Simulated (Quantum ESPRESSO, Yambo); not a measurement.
# Quasiparticle gap of InP (F-43m) in Yambo, part 3 of 3

Wanted: ground state, empty states, screening and self-energy for InP (F-43m).

Quantum ESPRESSO 7.5 and Yambo 5.3.0; PBE and many-body steps on it, plane waves. Known limits of the many-body steps: not at the basis limit; exchange with frozen shells missing; no spin-orbit coupling; coarse k mesh.

So far. Step 3 (Bands along the symmetry lines): The gap is 0.709 eV, as in the run before at this level. Step 4 (Empty states on the mesh, 4×4×4 mesh, 140 bands): On this mesh the gap is 0.709 eV.

The database entry behind the starting cell differs from later determinations by our own check (0.1 to 0.3 % short, probably kX units), so it need not match the best structure at ambient conditions.

## 6. Screening and self-energy, 4×4×4 mesh, 140 bands, screening to 142.9 eV

Now the one-shot GW correction: screening in the RPA, then the self-energy of the levels asked for.

This step: G0W0 on PBE, plane waves, norm-conserving pseudopotentials.

File gw1.in:

```
HF_and_locXC
gw0
dyson
ppa
em1d
rim_cut
RandQpts= 1000000
RandGvec= 1 RL
EXXRLvcs= 62 Ry
VXCRLvcs= 248 Ry
Chimod= "HARTREE"
% BndsRnXp
 1 | 140 |
%
NGsBlkXp= 10.5 Ry
% LongDrXp
 1 | 1 | 1 |
%
% GbndRnge
 1 | 140 |
%
DysSolver= "n"
ExtendOut
PPAPntXp= 27.21138 eV
% QPkrange
 1 | 1 | 8 | 11 |
%
```

Run with:

```sh
$ OMP_NUM_THREADS=1 mpirun -n 4 yambo -F gw1.in -J gw1 -C gw1 > gw1.log
```

What it wrote:

```text
 Yambo, version 5.3.0

 [02] CORE Variables Setup
 =========================

  [... cell, symmetries and grids as in the set-up ...]

  [02.05] Energies & Occupations
  ==============================

  [X] === General ===
  [X] Electronic Temperature                        :  0.000000  0.000000 [eV K]
  [X] Bosonic    Temperature                        :  0.000000  0.000000 [eV K]
  [X] Finite Temperature mode                       : no
  [X] El. density                                   :  0.35762E+24 [cm-3]
  [X] Fermi Level                                   :  7.148157 [eV]

  [X] === Gaps and Widths ===
  [X] Conduction Band Min                           :  0.709393 [eV]
  [X] Valence Band Max                              :  0.000000 [eV]
  [X] Filled Bands                                  :   9
  [X] Empty Bands                                   :   10  140
  [X] Direct Gap                                    :  0.709393 [eV]
  [X] Direct Gap localized at k                     :  1
  [X] Indirect Gap                                  :  0.709393 [eV]
  [X] Indirect Gap between kpts                     :  1  1
  [X] Last valence band width                       :  2.910625 [eV]
  [X] 1st conduction band width                     :  3.585714 [eV]

 [03] Transferred momenta grid and indexing
 ==========================================

 IBZ Q-points                                      :   8
 BZ  Q-points                                      :   64

 K/Q-points units:
 rlu = crystal or reduced units; cc = cartesian coordinates; iku = interal k-units

 Q [1]          [rlu]:  0.000000  0.000000  0.000000
 Q [2]          [rlu]:  0.54193E-16  0.26437E-16  0.25000
 Q [3]          [rlu]: -0.10839E-15 -0.52875E-16 -0.50000
 Q [4]          [rlu]:  0.87374E-19  0.25000      0.25000
 Q [5]          [rlu]:  0.23853E-16  0.25000      0.50000
 Q [6]          [rlu]:  0.44978E-16  0.25000     -0.25000
 Q [7]          [rlu]: -0.17475E-18 -0.50000     -0.50000
 Q [8]          [rlu]:  0.250000 -0.500000 -0.250000

 [04] Coloumb potential Random Integration (RIM)
 ===============================================

  [04.01] RIM initialization
  ==========================

  * Diagonal components only detected *

  8 x (sBL volume)        :  0.091285 [a.u.]
  sBZ random points       :  1000000
  Points outside the sBZ  :   7999624
  RL volume               :  0.730277 [a.u.]
  Integrated volume       :  0.730312 [a.u.]

  [04.02] RIM integrals
  =====================

  Gamma point sphere radius             :  0.081674 [a.u.]
  Points outside the sphere             :   799635
  [Int_sBZ(q=0) 1/q^2]*(Vol_sBZ)^(-1/3) =:  7.763403
                                 should be <:  7.795600

  Summary of Coulomb integrals for non-metallic bands |Q|[au] RIM/Bare

  Q [1] 0.100000E-4 0.995870 * Q [2] 0.245646 1.064378
  Q [4] 0.283648 1.062979 * Q [6] 0.401138 1.025806
  Q [5] 0.470377 1.018843 * Q [3] 0.491292 1.016674
  Q [7] 0.567295 1.013309 * Q [8] 0.634256 1.010147

 [05] Dipoles
 ============

  [05.01] Setup: observables and procedures
  =========================================

 [06] Dynamic Dielectric Matrix (PPA)
 ====================================

 [WR./gw1//ndb.pp]---------------------------------------------------------------
  Brillouin Zone Q/K grids (IBZ/BZ)                :    8   64    8   64
  RL vectors                                       :   3479 [WF]
  Coulomb cutoff potential                         : none
  Electronic Temperature                           :  0.000000 [K]
  Bosonic    Temperature                           :  0.000000 [K]
  PPA    diel. fun.  energies                      : Perdew, Burke & Ernzerhof(X)+Perdew, Burke & Ernzerhof(C)
  wavefunctions                                    : Perdew, Burke & Ernzerhof(X)+Perdew, Burke & Ernzerhof(C)
  Global Gauge                                     : length
  X matrix size                                    :  181
  X band range                                     :    1  140
  X e/h energy range                               : -1.000000 -1.000000 [eV]
  X Time ordering                                  : R
  X Hxc Kernel                                     : HARTREE
  X Drude frequency                                :  0.000000  0.000000
  X poles                                          :  100.0000 [o/o]
  RL vectors in the sum                            :   3479
  [r,Vnl] included                                 : yes
  Field direction                                  :  0.577350E-5  0.577350E-5  0.577350E-5
  BZ energy Double Grid                            : no
  BZ energy DbGd points                            : 0
  BZ Q point size factor                           : -1.000000
  X Optical Averaged directions                    : none

 [07] Local Exchange-Correlation + Non-Local Fock
 ================================================

 [VXC] Plane waves :  22227
 [EXS] Plane waves :  2837

 QP @ state[ 1 ] K range:  1  1
 QP @ state[ 1 ] b range:   8  11

 [xc] Functional : Perdew, Burke & Ernzerhof(X)+Perdew, Burke & Ernzerhof(C)
 [xc] LIBXC used to calculate xc functional
  PP Number of Atomic Species                      :  2
  NLCC RL compoments                               :  22227
  PP Number of Atomic Species                      :  2
  NLCC RL compoments                               :  22227

 [xc] E_xc :  -9.123540 [Ha]
      E_xc :  -18.24708 [Ry]

  Local XC kind (lXC) : Perdew, Burke & Ernzerhof(X)+Perdew, Burke & Ernzerhof(C)
  Non-Local XC kind (nlXC) : Hartree-Fock

  Corrections @ K [1] :  [eV]
 <8|nlXC|8> = -14.09351 -0.15194E-16 <8|lXC|8> = -12.52831  0.94408E-16
 <9|nlXC|9> = -14.09361 -0.65201E-17 <9|lXC|9> = -12.52831  0.18882E-15
 <10|nlXC|10> = -7.566941 -0.18861E-17 <10|lXC|10> = -11.29083 -0.18882E-15
 <11|nlXC|11> = -6.418673 -0.16979E-17 <11|lXC|11> = -10.21593  0.47204E-16

 [08] Dyson equation: Newton solver
 ==================================

  [08.01] G0W0 (W PPA)
  ====================

  [  GW  ] Bands range     :    1  140
  [GW/PPA] G damping       :  0.100000 [eV]

  QP @ state[ 1 ] K range:  1  1
  QP @ state[ 1 ] b range:   8  11

   Sc/G bands                                       :    1  140
   Sc/G damping                                     :  0.100000 ev
   Sc bands terminator                              : no
   Sx RL components                                 :  2837

   QP @ state[ 1 ] K range                          :  1  1
   QP @ state[ 1 ] b range                          :   8  11
   GF energies kind                                 : Perdew, Burke & Ernzerhof(X)+Perdew, Burke & Ernzerhof(C)
   GF WF`s kind                                     : Perdew, Burke & Ernzerhof(X)+Perdew, Burke & Ernzerhof(C)
   Xs energies kind                                 : Perdew, Burke & Ernzerhof(X)+Perdew, Burke & Ernzerhof(C)
   Xs WF`s kind                                     : Perdew, Burke & Ernzerhof(X)+Perdew, Burke & Ernzerhof(C)

 [11] Game Over & Game summary
```

The job ended after 51 s (4 MPI ranks of Arm Neoverse V1, shared host; peak memory 1.4 GiB; 3.3 min of CPU time).

Numbers from this step:

- G0W0 gap on the points computed: 1.053 eV
- starting gap on the mesh: 0.7094 eV
- k of the valence top: 0, 0, 0
- k of the conduction bottom: 0, 0, 0
- least direct G0W0 gap on the computed points: 1.053 eV
- Z at the valence top: 0.7821
- Z at the conduction bottom: 0.7939

The gap on the mesh goes from 0.71 eV to 1.05 eV, a correction of +0.34 eV.

Limits: finite bands, cutoff and mesh; exchange with frozen shells missing; no spin-orbit coupling; coarse k mesh. v1 is the top filled band, c1 the lowest empty one. The levels before and after the correction (eV, zero at the valence-band top of each column):

```
           conduction bottom  valence top
Kohn-Sham               0.71         0.00
     G0W0               1.05         0.00
```

|  | level | energy (eV) |
| --- | --- | --- |
| Kohn-Sham | Γ v2-v1 | 0.000 |
| Kohn-Sham | Γ c1 | 0.709 |
| Kohn-Sham | Γ c2 | 4.088 |
| G0W0 | Γ v2-v1 | 0.000 |
| G0W0 | Γ c1 | 1.053 |
| G0W0 | Γ c2 | 4.366 |

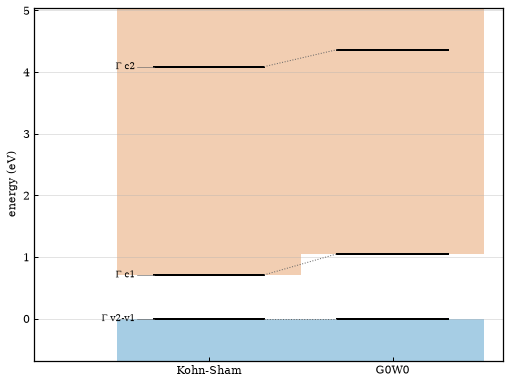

Levels before and after the correction. Shaded: valence and conduction bands.

## 7. Where the time went

Times are wall times on the hardware named with each run, good to a factor of about two.

| step | time | share | memory (GiB) |
| --- | --- | --- | --- |
| ground state | 3.9 s | 6 % | 0.22 |
| bands along the symmetry lines | 3.9 s | 6 % | 0.2 |
| empty states on the mesh | 7.8 s | 11 % | 0.32 |
| conversion and set-up | 2.4 s | 4 % | 0.24 |
| screening and self-energy | 51 s | 74 % | 1.4 |

## 8. Outcome

```yaml
pbe_gap: 0.71 eV, direct
g0w0_gap_on_the_mesh: 1.05 eV
gw_settings: 4×4×4 mesh, 140 bands, screening to 142.9 eV, Godby-Needs plasmon pole
known_limits: not at the basis limit; exchange with frozen shells missing; no spin-orbit coupling; coarse k mesh
```

**Reading.** G0W0 moves the gap on the mesh from 0.71 eV to 1.05 eV (+0.34 eV), with Z of 0.78 and 0.79 at the edges. Only 1 of the mesh's irreducible points was corrected, so a valley elsewhere could overtake. The dearest step here is «screening and self-energy». Bands and cutoff are finite, so the gap is not at the basis limit. The miss can reach some tenths of an eV and take either sign; the mesh is an error of its own. In the G0W0 run levels were corrected at 1 k point alone, so a gap called «on the mesh» is the least over those, and an edge elsewhere would be missed. The 4×4×4 mesh is coarse for this cell, which bears on the long-range parts of exchange and screening. The norm-conserving file of at least one element keeps a d shell over frozen s and p shells of the same row. Exchange with those shells is missing from the self-energy, an error of 0.3 to 0.9 eV in cases checked, whose sign depends on which edge lies on those atoms. The many-body steps are scalar-relativistic: spin-orbit coupling is not in them.

[Paths, hosts, dates, memory and timing lines, banners, echoed tables and standing remarks are left out of the program output.]

[Logs are printed without paths, hosts, clocks, repeated set-up lines and the standing remarks that a program may print on its own settings, such as how far it seeks lower states.]

[Runs of the session that timed out or met a known fault of the program may be left out.]

[Hosts, paths, dates, database ids (printed as entryN), source tags and the programs' standing remarks are cut or masked in the printed files.]
